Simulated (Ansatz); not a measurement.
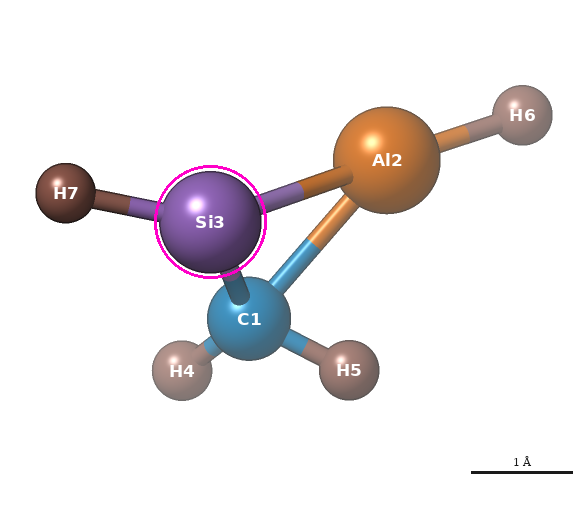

Orthographic view. Distant atoms are faded towards the background colour. State: charge +1, singlet. The computed structure is the end point of a PBE0-D4/def2-TZVP optimisation. No frequency run is at hand to confirm it as a minimum.

Which atoms are bonded to the circled atom?

The circled atom is Si3; it is bonded to C1, Al2, H7.

Of C1 and Si3, which is nearer the viewer?

Si3; the bond to C1 points away from the viewer, so it looks shorter than its 1.79 Å.

Which two atoms are farthest apart in space?

H6 and H7, 5.13 Å.
